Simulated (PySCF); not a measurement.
Ge(H)2(Br)(Et), SMILES C[CH2][GeH2][Br] at its CAM-B3LYP/def2-SVP optimised geometry (Å):

```
11

Ge    -0.3109    -1.4726     0.0000
Br     2.0165    -1.4726     0.0000
C     -0.9155     0.3823     0.0000
C     -0.4553     1.1914    -1.2093
H     -0.7394    -2.2261    -1.2677
H     -0.7481    -2.2328     1.2592
H     -2.0165     0.3521     0.0620
H     -0.5619     0.8381     0.9378
H     -0.8063     2.2328    -1.1484
H     -0.8386     0.7692    -2.1512
H      0.6424     1.2135    -1.2798
```

Method: PySCF 2.14.0 with CAM-B3LYP/def2-TZVP.

Map of the HOMO−1 amplitude (bohr^(-3/2)) on the plane z = 0.6 Å; orbital energy -9.36 eV, overall sign arbitrary:

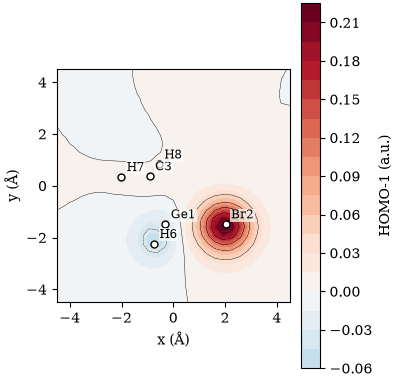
Figure: HOMO−1 amplitude (bohr^(-3/2)) on the plane z = 0.6 Å.
